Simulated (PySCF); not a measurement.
# GeSi2H8 (SMILES [SiH3][GeH2][SiH3]) at MP2/6-31G(d) (spherical functions)

What is the vertical ionisation energy of GeSi2H8 at MP2/6-31G* (spherical functions)? 

The calculation is run with PySCF 2.14.0.

### Step 1. The structure to begin with

The species is GeSi2H8 (11 atoms), meant as a singlet with charge 0. SMILES: `[SiH3][GeH2][SiH3]`. Geometry: relaxed at PBE0-D4/def2-TZVP.

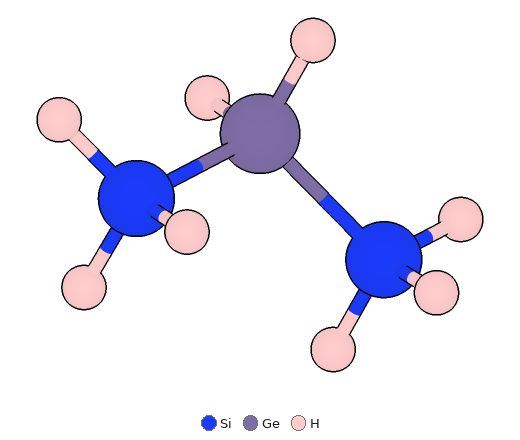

The structure, seen from a chosen angle (silicon blue, germanium purple, hydrogen pink).

### Step 2. The energy at MP2/6-31G(d) (spherical functions)

calc.py

```python
from pyscf import gto, mp

mol = gto.M(
    atom=[
    ('Si', (-1.240700, 1.300100, -0.847900)),
    ('Ge', (-0.347500, -0.027400, 0.912300)),
    ('Si', (1.520900, -1.293400, 0.160700)),
    ('H', (-1.664500, 0.423300, -1.971800)),
    ('H', (-0.201200, 2.240300, -1.344600)),
    ('H', (-2.414700, 2.084500, -0.382000)),
    ('H', (0.080900, 0.883300, 2.078800)),
    ('H', (-1.435600, -0.980200, 1.443500)),
    ('H', (2.082700, -2.120500, 1.261200)),
    ('H', (2.579600, -0.376700, -0.339400)),
    ('H', (1.105400, -2.190400, -0.950100)),
],
    basis='6-31g*',
    max_memory=1860,
    verbose=4,
)

mf = mol.RHF()
mf.conv_tol = 1e-10
mf.kernel()
if not mf.converged:
    mf = mf.newton().run(mf.mo_coeff, mf.mo_occ)

pt = mp.MP2(mf, frozen=19).run()
e_final = pt.e_tot
print('E(%s) = %.9f' % ('MP2', e_final))
```

The run is started by

```sh
$ OMP_NUM_THREADS=1 python calc.py
```

Log:

```text
PySCF version 2.14.0

[INPUT] num. atoms = 11
[INPUT] num. electrons = 68
[INPUT] charge = 0
[INPUT] spin (= nelec alpha-beta = 2S) = 0
[INPUT] symmetry False subgroup None
[INPUT] Mole.unit = angstrom
[INPUT] Symbol           X                Y                Z      unit          X                Y                Z       unit  Magmom
[INPUT]  1 Si    -1.240700000000   1.300100000000  -0.847900000000 AA   -2.344583202748   2.456832934547  -1.602298781019 Bohr   0.0
[INPUT]  2 Ge    -0.347500000000  -0.027400000000   0.912300000000 AA   -0.656679828286  -0.051778495813   1.723997143441 Bohr   0.0
[INPUT]  3 Si     1.520900000000  -1.293400000000   0.160700000000 AA    2.874084462851  -2.444171769512   0.303678988218 Bohr   0.0
[INPUT]  4 H     -1.664500000000   0.423300000000  -1.971800000000 AA   -3.145449134339   0.799921068528  -3.726161972417 Bohr   0.0
[INPUT]  5 H     -0.201200000000   2.240300000000  -1.344600000000 AA   -0.380212896262   4.233553436863  -2.540925747090 Bohr   0.0
[INPUT]  6 H     -2.414700000000   2.084500000000  -0.382000000000 AA   -4.563121672987   3.939134106656  -0.721875379584 Bohr   0.0
[INPUT]  7 H      0.080900000000   0.883300000000   2.078800000000 AA    0.152878843477   1.669195085828   3.928362667746 Bohr   0.0
[INPUT]  8 H     -1.435600000000  -0.980200000000   1.443500000000 AA   -2.712890824426  -1.852309547299   2.727819660810 Bohr   0.0
[INPUT]  9 H      2.082700000000  -2.120500000000   1.261200000000 AA    3.935732599632  -4.007164247140   2.383322588301 Bohr   0.0
[INPUT] 10 H      2.579600000000  -0.376700000000  -0.339400000000 AA    4.874737510928  -0.711859831124  -0.641373046677 Bohr   0.0
[INPUT] 11 H      1.105400000000  -2.190400000000  -0.950100000000 AA    2.088903258094  -4.139256103247  -1.795428790949 Bohr   0.0

nuclear repulsion = 332.449617679217
number of shells = 44
number of NR pGTOs = 229
number of NR cGTOs = 84
basis = 6-31g*
ecp = {}

******** <class 'pyscf.scf.hf.RHF'> ********
method = RHF
initial guess = minao
damping factor = 0
level_shift factor = 0
DIIS = <class 'pyscf.scf.diis.CDIIS'>
diis_start_cycle = 1
diis_space = 8
diis_damp = 0
SCF conv_tol = 1e-10
SCF conv_tol_grad = None
SCF max_cycles = 50
direct_scf = True
direct_scf_tol = 1e-13
Set gradient conv threshold to 1e-05
Initial guess from minao.
init E= -2656.48042265906
  HOMO = -0.269510763345949  LUMO = 0.0741850612807982  gap/eV = 9.35244
cycle= 1 E= -2657.50680687684  delta_E= -1.03  |g|= 0.286  |ddm|= 2.59
  HOMO = -0.39460692534037  LUMO = 0.096827569921254  gap/eV = 13.37261
cycle= 2 E= -2657.54602981042  delta_E= -0.0392  |g|= 0.117  |ddm|= 0.478
  HOMO = -0.372416555489495  LUMO = 0.117807237227892  gap/eV = 13.33967
cycle= 3 E= -2657.54982709891  delta_E= -0.0038  |g|= 0.0501  |ddm|= 0.135
  HOMO = -0.373571900071319  LUMO = 0.12154822911427  gap/eV = 13.47290
cycle= 4 E= -2657.55057813641  delta_E= -0.000751  |g|= 0.00622  |ddm|= 0.0736
  HOMO = -0.377312822636892  LUMO = 0.119880250014033  gap/eV = 13.52931
cycle= 5 E= -2657.55060507448  delta_E= -2.69e-05  |g|= 0.00141  |ddm|= 0.0167
  HOMO = -0.377303011003331  LUMO = 0.119969172400432  gap/eV = 13.53147
cycle= 6 E= -2657.55060687836  delta_E= -1.8e-06  |g|= 0.000261  |ddm|= 0.00469
  HOMO = -0.377330427954174  LUMO = 0.119996833987341  gap/eV = 13.53296
cycle= 7 E= -2657.55060694205  delta_E= -6.37e-08  |g|= 4.21e-05  |ddm|= 0.000997
  HOMO = -0.377329632980007  LUMO = 0.119999334872392  gap/eV = 13.53301
cycle= 8 E= -2657.55060694378  delta_E= -1.73e-09  |g|= 7.29e-06  |ddm|= 0.000187
  HOMO = -0.377329297296346  LUMO = 0.119999200253968  gap/eV = 13.53300
cycle= 9 E= -2657.55060694383  delta_E= -5e-11  |g|= 1.33e-06  |ddm|= 3.99e-05
  HOMO = -0.377329356468465  LUMO = 0.119999177505557  gap/eV = 13.53300
Extra cycle  E= -2657.55060694384  delta_E= -3.64e-12  |g|= 4.92e-07  |ddm|= 4.39e-06
converged SCF energy = -2657.55060694384

******** <class 'pyscf.mp.mp2.RMP2'> ********
nocc = 15, nmo = 65
frozen orbitals 19
E(RMP2) = -2657.95842323265  E_corr = -0.407816288807162
E(SCS-RMP2) = -2657.95183617731  E_corr = -0.4012292334731
E_corr(same-spin) = -0.10171189972557
E_corr(oppo-spin) = -0.306104389081592
E(MP2) = -2657.958423233
```

Wall time 3.3 s (1 thread of Arm Neoverse V1, shared host); peak memory 0.19 GiB.

### Step 3. The doublet cation at the same level

run.py

```python
from pyscf import gto, scf, mp

mol = gto.M(
    atom='''
Si    -1.240700     1.300100    -0.847900
Ge    -0.347500    -0.027400     0.912300
Si     1.520900    -1.293400     0.160700
H     -1.664500     0.423300    -1.971800
H     -0.201200     2.240300    -1.344600
H     -2.414700     2.084500    -0.382000
H      0.080900     0.883300     2.078800
H     -1.435600    -0.980200     1.443500
H      2.082700    -2.120500     1.261200
H      2.579600    -0.376700    -0.339400
H      1.105400    -2.190400    -0.950100
''',
    verbose=3,
    spin=1,
    max_memory=1860,
    basis='6-31g*',
    charge=1,
)

mf = scf.UHF(mol)
mf.conv_tol = 1e-10
mf.kernel()
if not mf.converged:
    mf = mf.newton().run(mf.mo_coeff, mf.mo_occ)

pt = mp.MP2(mf, frozen=19).run()
e_tot = pt.e_tot
print('E(%s) = %.9f' % ('MP2', e_tot))
```

The run is started by

```sh
$ OMP_NUM_THREADS=1 python run.py
```

Log:

```text
converged SCF energy = -2657.21177366812  <S^2> = 0.78098199  2S+1 = 2.0307457
E(UMP2) = -2657.60498791134  E_corr = -0.393214243226672
E(SCS-UMP2) = -2657.59956225723  E_corr = -0.387788589109568
E(MP2) = -2657.604987911
```

Run time: 4.5 s. Hardware: 1 thread of Arm Neoverse V1, shared host; peak memory 0.2 GiB.

### Step 4. Summary of results

Level: MP2/6-31G* (spherical functions), 19 core orbitals frozen.

| quantity | value |
| --- | --- |
| singlet GeSi2H8: total energy | -2657.95842 Eh |
| singlet GeSi2H8: dipole moment (Hartree–Fock density) | 0.06 D |
| singlet GeSi2H8: HOMO energy (Hartree–Fock orbitals) | -10.27 eV |
| singlet GeSi2H8: LUMO energy (Hartree–Fock orbitals) | 3.27 eV |
| singlet GeSi2H8: HOMO–LUMO gap (Hartree–Fock orbitals) | 13.53 eV |
| singlet GeSi2H8: correlation energy (19 core orbitals frozen) | -407.8 mEh |
| doublet cation: total energy | -2657.60499 Eh |
| doublet cation: HOMO energy (Hartree–Fock orbitals) (highest over α and β) | -16.23 eV |
| doublet cation: LUMO energy (Hartree–Fock orbitals) (lowest over α and β) | -8.19 eV |
| doublet cation: correlation energy (19 core orbitals frozen) | -393.2 mEh |
| doublet cation: ⟨S²⟩ of the reference determinant | 0.781 |
| vertical ionisation energy (to the doublet cation) | 9.617 eV |

In words: The vertical ionisation energy comes to 9.62 eV (222 kcal/mol).
